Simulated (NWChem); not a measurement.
**C6H2I2OS (SMILES O=C1C(I)=CC(=S)C=C1I): S12h/def2-SVP (core potential)**

Aim: the vertical ionisation energy of C6H2I2OS at S12h/def2-SVP (core potential), from 2 runs. 

Program for the calculation: NWChem 7.3.0.

1 further run of the same task is left out (set aside as unsound or not needed).

## (1) Starting point

C6H2I2OS: 12 atoms, total charge 0, spin state singlet. SMILES: `O=C1C(I)=CC(=S)C=C1I`. The coordinates come from a GFN2-xTB relaxation.

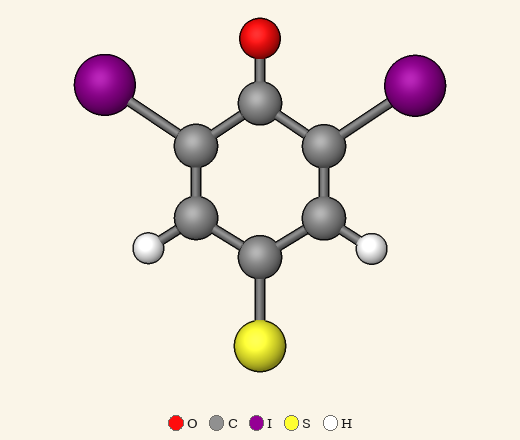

Viewed from a chosen angle; oxygen red, carbon grey, iodine purple, sulfur yellow, hydrogen white.

## (2) The charge distribution at S12h/def2-SVP (core potential)

The input, c6h2i2os.nw:

```
echo
start c6h2i2os
title "C6H2I2OS properties"
memory total 2900 mb
geometry noautosym nocenter noautoz
  O      0.000000     2.613900     0.000000
  C      0.000000     1.404010     0.000000
  C      1.233730     0.604450     0.000000
  I      2.990350     1.739850     0.000000
  C      1.231990    -0.742200     0.000000
  C      0.000000    -1.472180     0.000000
  S      0.000000    -3.130470     0.000000
  C     -1.231990    -0.742200     0.000000
  C     -1.233730     0.604450     0.000000
  I     -2.990350     1.739850     0.000000
  H      2.151010    -1.309720     0.000000
  H     -2.151010    -1.309720     0.000000
end
basis spherical
  * library def2-SVP
end
ecp
  I library def2-ecp
end
dft
  xc s12h
  grid medium
  iterations 100
  mulliken
end
property
  quadrupole
  esp
  mulliken
  dipole
end
task dft property
```

Command:

```sh
$ nwchem c6h2i2os.nw > c6h2i2os.out
```

What it wrote:

```text
[...]
          Wavefunction type:  closed shell.
          No. of atoms     :    12
          No. of electrons :   112
[...]
          Charge           :     0
          Spin multiplicity:     1
[...]
          AO basis - number of functions:   178
[...]
              XC Information
              --------------
                         S12h Method XC Functional
                     Hartree-Fock (Exact) Exchange  0.250
                        Slater Exchange Functional  0.769 local
                S12h(GGA-part) Exchange Functional  0.750 non-local
            Perdew 1991 LDA Correlation Functional  1.000 local
           PerdewBurkeErnz. Correlation Functional  1.000 non-local
[...]
 d= 0,ls=0.0,diis     1  -1298.3074459219 -2.15D+03  2.42D-02  1.79D+00     8.1
[...]
 d= 0,ls=0.0,diis    11  -1298.5535257830 -1.40D-08  1.45D-06  4.47D-08    84.6
         Total DFT energy =    -1298.553525783032
      One electron energy =    -3688.048134045964
           Coulomb energy =     1652.946941665414
    Exchange-Corr. energy =     -112.294403351241
 Nuclear repulsion energy =      848.849431753111
    Dispersion correction =       -0.007361804353
[...]
      Total Density - Mulliken Population Analysis
     ---------------------------------------------
    Atom       Charge   Shell Charges
 -----------   ------   -------------------------------------------------------
    1 O    8     8.16   1.99  1.12  0.65  2.80  1.58  0.02
    2 C    6     5.74   1.99  0.96  0.10  2.03  0.56  0.10
    3 C    6     6.26   1.99  0.96  0.12  2.00  1.14  0.04
    4 I   25    24.83   1.83  0.22  1.32  0.58  2.94  3.12  2.56  2.21  9.81  0.24
    5 C    6     5.91   1.99  0.92  0.36  2.09  0.52  0.03
    6 C    6     6.13   1.99  0.97  0.09  2.03  1.00  0.05
    7 S   16    16.03   2.00  1.99  1.26  0.69  5.93  1.78  2.33  0.06
    8 C    6     5.91   1.99  0.92  0.36  2.09  0.52  0.03
    9 C    6     6.26   1.99  0.96  0.12  2.00  1.14  0.04
   10 I   25    24.83   1.83  0.22  1.32  0.58  2.94  3.12  2.56  2.21  9.81  0.24
[...]
   Dipole moment        0.9162145931 Debye(s)
             DMX       -0.0000001346 DMXEFC        0.0000000000
             DMY       -0.9162145931 DMYEFC        0.0000000000
             DMZ        0.0000000151 DMZEFC        0.0000000000
   -EFC- dipole         0.0000000000 DEBYE(S)
   Total dipole         0.9162145931 DEBYE(S)
[...]
```

Run time: 86 s. Hardware: 1 thread of Intel Xeon 6975P-C (Granite Rapids), shared host; peak memory 0.14 GiB.

Atomic charges (e):

| atom | Löwdin |
| --- | --- |
| O1 | -0.100 |
| C2 | +0.030 |
| C3 | -0.190 |
| I4 | +0.230 |
| C5 | -0.030 |
| C6 | -0.160 |
| S7 | +0.120 |
| C8 | -0.030 |
| C9 | -0.190 |
| I10 | +0.230 |
| H11 | +0.050 |
| H12 | +0.050 |

## (3) The doublet cation

The input, test.nw:

```
start test
title "C6H2I2OS properties"
memory stack 1160 mb heap 290 mb global 1450 mb
charge 1

geometry noautosym nocenter noautoz
 O     0.000000    2.613900    0.000000
 C     0.000000    1.404010    0.000000
 C     1.233730    0.604450    0.000000
 I     2.990350    1.739850    0.000000
 C     1.231990   -0.742200    0.000000
 C     0.000000   -1.472180    0.000000
 S     0.000000   -3.130470    0.000000
 C    -1.231990   -0.742200    0.000000
 C    -1.233730    0.604450    0.000000
 I    -2.990350    1.739850    0.000000
 H     2.151010   -1.309720    0.000000
 H    -2.151010   -1.309720    0.000000
end

basis "ao basis" spherical
 * library def2-SVP
end

ecp
 I library def2-ecp
end

dft
 xc s12h
 mult 2
 grid medium
 maxiter 150
 mulliken
end

property
 quadrupole
 esp
 mulliken
 dipole
end

task dft property
```

Command:

```sh
$ nwchem test.nw > test.out
```

What it wrote:

```text
[...]
          Wavefunction type:  spin polarized.
          No. of atoms     :    12
          No. of electrons :   111
[...]
          Charge           :     1
          Spin multiplicity:     2
[...]
          AO basis - number of functions:   178
[...]
              XC Information
              --------------
                         S12h Method XC Functional
                     Hartree-Fock (Exact) Exchange  0.250
                        Slater Exchange Functional  0.769 local
                S12h(GGA-part) Exchange Functional  0.750 non-local
            Perdew 1991 LDA Correlation Functional  1.000 local
           PerdewBurkeErnz. Correlation Functional  1.000 non-local
[...]
 d= 0,ls=0.0,diis     1  -1297.9674035225 -2.15D+03  1.17D-02  4.82D-01     9.7
[...]
 d= 0,ls=0.5,diis    68  -1298.2371189934 -9.13D-08  5.92D-07  8.57D-09   605.0
[...]
         Total DFT energy =    -1298.237119066311
      One electron energy =    -3669.329093758390
           Coulomb energy =     1634.226175081051
    Exchange-Corr. energy =     -111.976270337731
 Nuclear repulsion energy =      848.849431753111
    Dispersion correction =       -0.007361804353
[...]
      Total Density - Mulliken Population Analysis
     ---------------------------------------------
    Atom       Charge   Shell Charges
 -----------   ------   -------------------------------------------------------
    1 O    8     8.09   1.99  1.13  0.65  2.78  1.52  0.02
    2 C    6     5.73   1.99  0.96  0.10  2.04  0.55  0.10
    3 C    6     6.26   1.99  0.97  0.12  1.99  1.15  0.04
    4 I   25    24.62   1.83  0.22  1.35  0.56  2.94  3.11  2.55  2.01  9.81  0.24
    5 C    6     5.91   1.99  0.92  0.32  2.10  0.55  0.03
    6 C    6     6.14   1.99  0.99  0.04  2.04  1.03  0.05
    7 S   16    15.60   2.00  1.99  1.34  0.61  5.93  1.75  1.92  0.06
    8 C    6     5.91   1.99  0.92  0.32  2.10  0.55  0.03
    9 C    6     6.26   1.99  0.97  0.12  1.99  1.15  0.04
   10 I   25    24.62   1.83  0.22  1.35  0.56  2.94  3.11  2.55  2.01  9.81  0.24
[...]
      <S2> =      0.7735 (Exact =     0.7500)
[...]
   Dipole moment        5.4413051527 Debye(s)
             DMX       -0.0000002097 DMXEFC        0.0000000000
             DMY       -5.4413051527 DMYEFC        0.0000000000
             DMZ        0.0000000194 DMZEFC        0.0000000000
   -EFC- dipole         0.0000000000 DEBYE(S)
   Total dipole         5.4413051527 DEBYE(S)
[...]
```

Wall time 10 min (1 thread of Intel Xeon 6975P-C (Granite Rapids), shared host); peak memory 0.14 GiB.

Atomic charges (e):

| atom | Löwdin |
| --- | --- |
| O1 | -0.030 |
| C2 | +0.040 |
| C3 | -0.150 |
| I4 | +0.410 |
| C5 | -0.040 |
| C6 | -0.120 |
| S7 | +0.550 |
| C8 | -0.040 |
| C9 | -0.150 |
| I10 | +0.410 |
| H11 | +0.060 |
| H12 | +0.060 |

## (4) Results

Level: S12h/def2-SVP (core potential).

| quantity | value |
| --- | --- |
| singlet C6H2I2OS: total energy | -1298.55353 Eh |
| singlet C6H2I2OS: dipole moment | 0.92 D |
| singlet C6H2I2OS: HOMO energy | -7.20 eV |
| singlet C6H2I2OS: LUMO energy | -4.43 eV |
| singlet C6H2I2OS: HOMO–LUMO gap | 2.77 eV |
| singlet C6H2I2OS: dispersion energy | -19.33 kJ/mol |
| doublet cation: total energy | -1298.23712 Eh |
| doublet cation: HOMO energy (highest over α and β) | -11.34 eV |
| doublet cation: LUMO energy (lowest over α and β) | -9.87 eV |
| doublet cation: dispersion energy | -19.33 kJ/mol |
| doublet cation: ⟨S²⟩ | 0.773 |
| vertical ionisation energy (to the doublet cation) | 8.610 eV |

What this shows: The vertical ionisation energy comes to 8.61 eV (831 kJ/mol). The negative HOMO energy of the first species, 7.20 eV, lies 1.41 eV below that difference.
